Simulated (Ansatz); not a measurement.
**Geometry relaxation, with input and output: CH$_{11}$NOSi$_{2}$ (part 2 of 2)**

CH$_{11}$NOSi$_{2}$; RKS B3LYP-D4/def2-SVP (Ansatz 0.2.0). It belongs to a series of runs on one base structure; here: end point B relaxed.

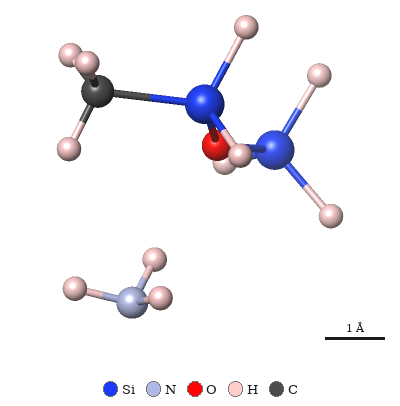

*The geometry at step 15 of the log (ball-and-stick view, seen at a tilt).*

Trajectory as extended XYZ, continued
```
16
Properties=species:S:1:pos:R:3:forces:R:3 step=8 energy=-20504.08063
Si   -0.0764    0.9101    0.8405    0.0049  -0.0464  -0.0138
N     1.6847   -2.0209   -0.1511    0.0194  -0.0910   0.1221
O    -0.2802    0.4716   -0.7593    0.0092   0.0453  -0.0615
Si   -0.4702    1.0456   -2.3099   -0.0068  -0.0129   0.0360
H     1.3778    0.9383    1.1692    0.0066  -0.0157  -0.0063
H    -0.6152    2.2897    1.0305   -0.0103   0.0223   0.0067
H     1.2794   -2.3868    0.7148    0.0367   0.0456  -0.1309
C    -0.9992   -0.3160    1.9104   -0.1405  -0.2457   0.2604
H     0.9314   -1.5505   -0.6522   -0.0198   0.0366   0.0232
H     2.3386   -1.2891    0.1311   -0.0393  -0.0018  -0.0171
H    -1.0764    2.4092   -2.2803   -0.0021   0.0086  -0.0047
H     0.8500    1.1138   -2.9994    0.0012  -0.0019   0.0069
H    -1.3683    0.1192   -3.0517    0.0019  -0.0029  -0.0011
H    -2.0947   -0.1328    1.8713    0.3137  -0.0711   0.0077
H    -0.8104   -1.3551    1.5634   -0.0317   0.3297   0.1181
H    -0.6708   -0.2462    2.9728   -0.1431   0.0014  -0.3455
16
Properties=species:S:1:pos:R:3:forces:R:3 step=9 energy=-20504.08674
Si   -0.0777    0.9198    0.8455   -0.0225  -0.0155   0.0154
N     1.6837   -2.0198   -0.2063   -0.2273  -0.0291   0.2950
O    -0.2761    0.4769   -0.7537    0.0000   0.0183  -0.0163
Si   -0.4677    1.0458   -2.3056    0.0149  -0.0135  -0.0059
H     1.3765    0.9451    1.1759    0.0045  -0.0107  -0.0030
H    -0.6175    2.3011    1.0272   -0.0016   0.0061   0.0077
H     1.3281   -2.5183    0.6246    0.1269   0.2475  -0.3851
C    -0.9993   -0.3008    1.9231   -0.1442  -0.2420   0.2474
H     0.8907   -1.5096   -0.6099    0.1332  -0.1388   0.0895
H     2.3155   -1.2967    0.1476   -0.0438  -0.0893  -0.0123
H    -1.0778    2.4080   -2.2818   -0.0055   0.0022   0.0028
H     0.8541    1.1164   -2.9916   -0.0042   0.0012   0.0031
H    -1.3607    0.1132   -3.0461   -0.0005   0.0021   0.0033
H    -2.0995   -0.1844    1.8063    0.3496  -0.0534   0.0339
H    -0.7282   -1.3438    1.6464   -0.0632   0.3552   0.1052
H    -0.7439   -0.1529    2.9985   -0.1163  -0.0403  -0.3808
16
Properties=species:S:1:pos:R:3:forces:R:3 step=10 energy=-20504.10450
Si   -0.0786    0.9245    0.8469    0.0078  -0.0178  -0.0261
N     1.6718   -2.0314   -0.2162   -0.0057  -0.0001   0.0115
O    -0.2797    0.4832   -0.7531   -0.0028   0.0126  -0.0105
Si   -0.4693    1.0527   -2.3056   -0.0002  -0.0141   0.0271
H     1.3780    0.9512    1.1663    0.0056   0.0042   0.0105
H    -0.6221    2.3041    1.0314   -0.0068   0.0011   0.0083
H     1.2770   -2.5446    0.5731   -0.0100  -0.0002  -0.0132
C    -0.9835   -0.2983    1.9342   -0.0599  -0.0315   0.0320
H     0.9070   -1.4993   -0.6326   -0.0086  -0.0020  -0.0061
H     2.3050   -1.3380    0.1839    0.0085  -0.0026   0.0047
H    -1.0924    2.4092   -2.2801   -0.0023   0.0017  -0.0026
H     0.8533    1.1364   -2.9878    0.0034   0.0015   0.0029
H    -1.3518    0.1133   -3.0494   -0.0025  -0.0005  -0.0027
H    -2.0706   -0.2629    1.7490    0.0569  -0.0069  -0.0073
H    -0.6333   -1.3247    1.7392    0.0186   0.0453  -0.0068
H    -0.8108   -0.0753    3.0008   -0.0022   0.0093  -0.0217
16
Properties=species:S:1:pos:R:3:forces:R:3 step=11 energy=-20504.09238 accepted=F
Si   -0.0635    0.9262    0.8370   -0.1902   0.1886   0.2283
N     1.6280   -2.0441   -0.1898   -0.0852  -0.0279   0.0510
O    -0.2755    0.4909   -0.7620    0.0457  -0.0162   0.1339
Si   -0.4757    1.0542   -2.3110    0.0202   0.0974  -0.1127
H     1.3883    0.9744    1.1870   -0.0271   0.0068  -0.1116
H    -0.6567    2.2807    1.0678    0.0943   0.0433  -0.1307
H     1.1659   -2.5230    0.5869    0.0642   0.0256  -0.0772
C    -0.9506   -0.3018    1.9268    0.2554  -0.0534  -0.2004
H     0.9096   -1.4846   -0.6524    0.0367  -0.0136   0.0152
H     2.2788   -1.3776    0.2279   -0.0144  -0.0102   0.0087
H    -1.1059    2.4085   -2.2948   -0.0002  -0.0136   0.0173
H     0.8546    1.1513   -2.9780   -0.0272  -0.0198  -0.0372
H    -1.3583    0.1155   -3.0574    0.0344  -0.0125   0.0155
H    -2.0214   -0.3445    1.6871   -0.0788  -0.0444  -0.0005
H    -0.4923   -1.2835    1.7365   -0.1225  -0.1250   0.1410
H    -0.8252   -0.0423    2.9884   -0.0054  -0.0249   0.0593
16
Properties=species:S:1:pos:R:3:forces:R:3 step=12 energy=-20504.10755
Si   -0.0792    0.9345    0.8482    0.0144   0.0089  -0.0013
N     1.6529   -2.0386   -0.2159   -0.0060   0.0075   0.0175
O    -0.2772    0.4909   -0.7511   -0.0025   0.0025  -0.0001
Si   -0.4688    1.0547   -2.3044    0.0012   0.0005  -0.0059
H     1.3772    0.9752    1.1702    0.0004   0.0027  -0.0013
H    -0.6346    2.3097    1.0343   -0.0092  -0.0072  -0.0002
H     1.2322   -2.5606    0.5542    0.0027   0.0044  -0.0195
C    -0.9672   -0.3006    1.9346    0.0006  -0.0075  -0.0101
H     0.9053   -1.4882   -0.6404    0.0082  -0.0016   0.0072
H     2.2901   -1.3635    0.2097   -0.0167  -0.0175  -0.0039
H    -1.0999    2.4078   -2.2845    0.0012  -0.0018  -0.0003
H     0.8552    1.1431   -2.9836   -0.0008   0.0036  -0.0003
H    -1.3453    0.1094   -3.0482    0.0003  -0.0014   0.0026
H    -2.0477   -0.3114    1.7174    0.0270  -0.0124   0.0076
H    -0.5647   -1.3111    1.7597   -0.0091   0.0286   0.0137
H    -0.8280   -0.0510    2.9997   -0.0117  -0.0096  -0.0057
16
Properties=species:S:1:pos:R:3:forces:R:3 step=13 energy=-20504.11000
Si   -0.0778    0.9525    0.8460   -0.0315   0.0261   0.0204
N     1.6287   -2.0465   -0.2168    0.0157   0.0297   0.1257
O    -0.2707    0.5047   -0.7527    0.0101  -0.0116   0.0144
Si   -0.4684    1.0607   -2.3075    0.0065   0.0100  -0.0257
H     1.3784    1.0217    1.1667   -0.0112   0.0063  -0.0087
H    -0.6679    2.3136    1.0334    0.0127  -0.0056  -0.0065
H     1.1807   -2.6233    0.4999    0.0441   0.0677  -0.0808
C    -0.9388   -0.3007    1.9336    0.0107  -0.0447  -0.0146
H     0.8987   -1.4579   -0.6215    0.0273  -0.0139   0.0143
H     2.2629   -1.4120    0.2770   -0.0947  -0.0907  -0.0610
H    -1.1132    2.4075   -2.2925   -0.0019  -0.0045   0.0015
H     0.8551    1.1625   -2.9861   -0.0049  -0.0003  -0.0025
H    -1.3353    0.1033   -3.0475    0.0042   0.0017   0.0034
H    -2.0112   -0.3710    1.6834    0.0664  -0.0004   0.0240
H    -0.4781   -1.2920    1.7875   -0.0396   0.0554   0.0235
H    -0.8431   -0.0231    2.9972   -0.0139  -0.0252  -0.0274
16
Properties=species:S:1:pos:R:3:forces:R:3 step=14 energy=-20504.11150
Si   -0.0836    0.9706    0.8458   -0.0119   0.0238   0.0408
N     1.6102   -2.0592   -0.2130   -0.0272   0.0325   0.1551
O    -0.2636    0.5153   -0.7523    0.0098  -0.0086   0.0155
Si   -0.4651    1.0626   -2.3097   -0.0044   0.0178  -0.0316
H     1.3706    1.0723    1.1693   -0.0117  -0.0006  -0.0170
H    -0.7002    2.3202    1.0323    0.0035  -0.0150  -0.0137
H     1.1118   -2.6457    0.4637    0.0795   0.1124  -0.1257
C    -0.9134   -0.3032    1.9343    0.0161  -0.0325  -0.0217
H     0.9171   -1.4353   -0.6329    0.0599  -0.0520   0.0589
H     2.2407   -1.4613    0.3302   -0.1158  -0.0993  -0.0839
H    -1.1254    2.4021   -2.3009    0.0030  -0.0047   0.0020
H     0.8581    1.1753   -2.9870   -0.0060  -0.0005  -0.0015
H    -1.3221    0.0940   -3.0468    0.0080  -0.0011   0.0039
H    -1.9803   -0.4091    1.6757    0.0479  -0.0006   0.0235
H    -0.4192   -1.2788    1.7937   -0.0420   0.0501   0.0194
H    -0.8352   -0.0196    2.9975   -0.0087  -0.0217  -0.0241
16
Properties=species:S:1:pos:R:3:forces:R:3 step=15 energy=-20504.11310
Si   -0.0869    0.9813    0.8434   -0.0187   0.0194   0.0327
N     1.6049   -2.0639   -0.2106   -0.0235   0.0456   0.1345
O    -0.2606    0.5224   -0.7546    0.0078  -0.0098   0.0159
Si   -0.4664    1.0662   -2.3130    0.0065   0.0047  -0.0254
H     1.3666    1.0998    1.1638   -0.0103   0.0024  -0.0107
H    -0.7221    2.3222    1.0278    0.0079  -0.0091  -0.0090
H     1.0865   -2.6775    0.4243    0.0615   0.0887  -0.0905
C    -0.9000   -0.3022    1.9331    0.0103  -0.0192  -0.0175
H     0.9276   -1.4099   -0.6097    0.0533  -0.0551   0.0353
H     2.2310   -1.5037    0.3755   -0.0964  -0.0839  -0.0820
H    -1.1360    2.4009   -2.3058   -0.0005  -0.0062   0.0017
H     0.8559    1.1874   -2.9904   -0.0042   0.0029  -0.0010
H    -1.3141    0.0886   -3.0489    0.0020   0.0030   0.0039
H    -1.9663   -0.4188    1.6789    0.0282   0.0014   0.0134
H    -0.3977   -1.2722    1.7899   -0.0210   0.0271   0.0091
H    -0.8221   -0.0204    2.9964   -0.0030  -0.0121  -0.0104
16
Properties=species:S:1:pos:R:3:forces:R:3 step=16 energy=-20504.11339
Si   -0.0938    0.9977    0.8458    0.0064  -0.0101  -0.0040
N     1.5975   -2.0740   -0.2090   -0.0296   0.0560   0.1699
O    -0.2513    0.5288   -0.7514    0.0018  -0.0010  -0.0194
Si   -0.4610    1.0637   -2.3133   -0.0129   0.0105   0.0127
H     1.3571    1.1453    1.1638   -0.0042   0.0038   0.0059
H    -0.7549    2.3268    1.0207   -0.0002  -0.0088   0.0032
H     1.0233   -2.6912    0.3737    0.0877   0.1150  -0.1086
C    -0.8802   -0.3021    1.9359    0.0417   0.1102   0.0119
H     0.9633   -1.3903   -0.6304    0.0605  -0.0745   0.0730
H     2.1997   -1.5485    0.4336   -0.1215  -0.0999  -0.1259
H    -1.1505    2.3882   -2.3105    0.0016  -0.0017  -0.0021
H     0.8597    1.2029   -2.9901   -0.0017  -0.0036   0.0011
H    -1.2962    0.0730   -3.0457    0.0082  -0.0028  -0.0012
H    -1.9432   -0.4314    1.6924   -0.1106  -0.0097  -0.0276
H    -0.3704   -1.2619    1.7857    0.0651  -0.0970  -0.0289
H    -0.7988   -0.0269    2.9989    0.0074   0.0137   0.0399
16
Properties=species:S:1:pos:R:3:forces:R:3 step=17 energy=-20504.11494
Si   -0.0941    1.0007    0.8431   -0.0008   0.0066   0.0082
N     1.5988   -2.0729   -0.2066   -0.0289   0.0425   0.1123
O    -0.2521    0.5319   -0.7541    0.0055  -0.0035   0.0015
Si   -0.4650    1.0661   -2.3155    0.0007  -0.0038  -0.0060
H     1.3562    1.1521    1.1618   -0.0007  -0.0005  -0.0004
H    -0.7573    2.3283    1.0197   -0.0036  -0.0046  -0.0002
H     1.0197   -2.7078    0.3488    0.0519   0.0693  -0.0636
C    -0.8767   -0.3005    1.9340    0.0013   0.0119   0.0010
H     0.9694   -1.3716   -0.6035    0.0366  -0.0548   0.0261
H     2.1981   -1.5750    0.4573   -0.0642  -0.0605  -0.0762
H    -1.1580    2.3887   -2.3133    0.0001  -0.0027   0.0000
H     0.8550    1.2069   -2.9932   -0.0008   0.0041   0.0018
H    -1.2953    0.0715   -3.0479    0.0001   0.0009   0.0013
H    -1.9428   -0.4323    1.6908   -0.0044  -0.0020   0.0008
H    -0.3622   -1.2611    1.7807    0.0057  -0.0017  -0.0078
H    -0.7934   -0.0250    2.9981    0.0014  -0.0012   0.0011
16
Properties=species:S:1:pos:R:3:forces:R:3 step=18 energy=-20504.11550
Si   -0.0954    1.0069    0.8441   -0.0071  -0.0005   0.0077
N     1.5930   -2.0784   -0.2063   -0.0161   0.0266   0.0515
O    -0.2476    0.5349   -0.7528    0.0072  -0.0022  -0.0012
Si   -0.4631    1.0652   -2.3151   -0.0008   0.0031  -0.0038
H     1.3535    1.1667    1.1651   -0.0013   0.0035  -0.0014
H    -0.7694    2.3292    1.0188    0.0017  -0.0007  -0.0016
H     1.0011   -2.7081    0.3386    0.0201   0.0260  -0.0304
C    -0.8707   -0.2992    1.9338   -0.0112  -0.0248  -0.0008
H     0.9769   -1.3676   -0.6047    0.0119  -0.0290   0.0099
H     2.1915   -1.5930    0.4649   -0.0200  -0.0274  -0.0310
H    -1.1645    2.3832   -2.3150   -0.0019  -0.0015  -0.0001
H     0.8564    1.2152   -2.9917   -0.0008   0.0000  -0.0003
H    -1.2872    0.0646   -3.0465    0.0032  -0.0003   0.0006
H    -1.9374   -0.4364    1.6916    0.0324   0.0025   0.0098
H    -0.3502   -1.2574    1.7764   -0.0164   0.0310   0.0018
H    -0.7867   -0.0257    2.9987   -0.0010  -0.0064  -0.0106
16
Properties=species:S:1:pos:R:3:forces:R:3 step=19 energy=-20504.11620
Si   -0.1004    1.0229    0.8460   -0.0019   0.0021   0.0023
N     1.5783   -2.0913   -0.2087   -0.0120   0.0095   0.0030
O    -0.2367    0.5440   -0.7506    0.0029   0.0008   0.0022
Si   -0.4576    1.0662   -2.3151   -0.0010   0.0005  -0.0039
H     1.3447    1.2071    1.1716   -0.0044   0.0015  -0.0001
H    -0.7970    2.3343    1.0148    0.0020  -0.0033  -0.0015
H     0.9728   -2.7276    0.3110    0.0002  -0.0034  -0.0027
C    -0.8564   -0.2960    1.9338   -0.0070  -0.0190   0.0007
H     0.9761   -1.3612   -0.5918    0.0016  -0.0057  -0.0045
H     2.1784   -1.6361    0.4801    0.0065  -0.0026   0.0024
H    -1.1820    2.3721   -2.3202    0.0012  -0.0044  -0.0001
H     0.8608    1.2364   -2.9892   -0.0037   0.0011   0.0010
H    -1.2631    0.0495   -3.0453    0.0047   0.0018   0.0019
H    -1.9222   -0.4455    1.6965    0.0194   0.0033   0.0043
H    -0.3251   -1.2462    1.7673   -0.0092   0.0193   0.0006
H    -0.7703   -0.0284    2.9998    0.0007  -0.0015  -0.0057
16
Properties=species:S:1:pos:R:3:forces:R:3 step=20 energy=-20504.11655
Si   -0.1109    1.0575    0.8514    0.0062   0.0049  -0.0022
N     1.5437   -2.1186   -0.2174   -0.0109   0.0269   0.0457
O    -0.2114    0.5630   -0.7441   -0.0062   0.0150   0.0111
Si   -0.4439    1.0659   -2.3136   -0.0037   0.0044  -0.0122
H     1.3248    1.2963    1.1892   -0.0268  -0.0025  -0.0047
H    -0.8584    2.3438    1.0062    0.0133  -0.0230  -0.0050
H     0.9053   -2.7672    0.2474    0.0388   0.0491  -0.0207
C    -0.8243   -0.2885    1.9359    0.0044  -0.0119  -0.0039
H     0.9745   -1.3483   -0.5747    0.0331  -0.0457   0.0323
H     2.1437   -1.7256    0.5116   -0.0613  -0.0319  -0.0591
H    -1.2209    2.3428   -2.3313    0.0137  -0.0283   0.0002
H     0.8715    1.2854   -2.9813   -0.0189  -0.0012   0.0069
H    -1.2035    0.0114   -3.0423    0.0155   0.0209   0.0142
H    -1.8878   -0.4648    1.7083    0.0121   0.0033  -0.0024
H    -0.2684   -1.2211    1.7508   -0.0123   0.0156   0.0012
H    -0.7339   -0.0317    3.0039    0.0029   0.0045  -0.0014
16
Properties=species:S:1:pos:R:3:forces:R:3 step=21 energy=-20504.11683
Si   -0.1098    1.0522    0.8514    0.0016   0.0006  -0.0047
N     1.5471   -2.1175   -0.2199   -0.0061   0.0073   0.0237
O    -0.2149    0.5600   -0.7441   -0.0014   0.0083   0.0078
Si   -0.4446    1.0657   -2.3130   -0.0040   0.0001  -0.0047
H     1.3264    1.2831    1.1884   -0.0101  -0.0014  -0.0017
H    -0.8494    2.3419    1.0071    0.0047  -0.0095  -0.0017
H     0.9158   -2.7574    0.2649    0.0189   0.0220  -0.0126
C    -0.8307   -0.2889    1.9366    0.0018  -0.0063  -0.0032
H     0.9729   -1.3529   -0.5786    0.0096  -0.0157   0.0106
H     2.1563   -1.7136    0.4937   -0.0254  -0.0138  -0.0227
H    -1.2160    2.3447   -2.3294    0.0058  -0.0099   0.0007
H     0.8709    1.2802   -2.9807   -0.0070   0.0005   0.0036
H    -1.2089    0.0166   -3.0425    0.0081   0.0061   0.0051
H    -1.8944   -0.4602    1.7067    0.0083   0.0019   0.0002
H    -0.2793   -1.2246    1.7552   -0.0062   0.0089   0.0020
H    -0.7413   -0.0293    3.0042    0.0015   0.0011  -0.0025
```

The run was set up as follows.

Input
```yaml
crystal:
  periodic: [false, false, false]
  atoms:
    - { symbol: Si, position_ang: [-0.005353, 0.794059, 0.748138] }
    - { symbol: "N", position_ang: [1.483633, -1.902467, 0.196389] }
    - { symbol: O, position_ang: [-0.264712, 0.448708, -0.867838] }
    - { symbol: Si, position_ang: [-0.49206, 1.090447, -2.383431] }
    - { symbol: H, position_ang: [1.451794, 0.899913, 1.033673] }
    - { symbol: H, position_ang: [-0.600496, 2.138408, 1.031593] }
    - { symbol: H, position_ang: [0.945114, -1.815386, 1.056357] }
    - { symbol: C, position_ang: [-0.869672, -0.480872, 1.814282] }
    - { symbol: H, position_ang: [0.923545, -1.48197, -0.545171] }
    - { symbol: H, position_ang: [2.313216, -1.318386, 0.305911] }
    - { symbol: H, position_ang: [-1.093759, 2.453635, -2.292898] }
    - { symbol: H, position_ang: [0.815542, 1.18468, -3.095225] }
    - { symbol: H, position_ang: [-1.404377, 0.194622, -3.146471] }
    - { symbol: H, position_ang: [-1.885895, -0.127649, 2.054644] }
    - { symbol: H, position_ang: [-0.976672, -1.455981, 1.320217] }
    - { symbol: H, position_ang: [-0.339647, -0.621661, 2.769828] }
basis:
  gaussian: { orbitals: def2-SVP }
hamiltonian:
  xc: b3lyp
  dispersion: d4
relax:
  f_tol: 0.03
  max_steps: 50
```

Launch command:
```bash
ansatz run input.yaml --threads 4 --pin off --max-ram 5120MiB --backend cpu --events-out ev --progress --plain --runs-dir out
```

Key numbers

```json
{"quantity": "outcome", "value": "converged"}
{"quantity": "total energy", "value": "−20504.1172 eV"}
{"quantity": "mean-field energy", "value": "−20503.6224 eV"}
{"quantity": "largest force (length of the vector) at the end", "value": "0.037 eV/Å"}
{"quantity": "hardware", "value": "4 threads of Arm Neoverse N1, 16 GiB of memory available, shared host"}
{"quantity": "wall time", "value": "81 s (CPU time 5 min)"}
{"quantity": "peak memory", "value": "0.34 GiB"}
```
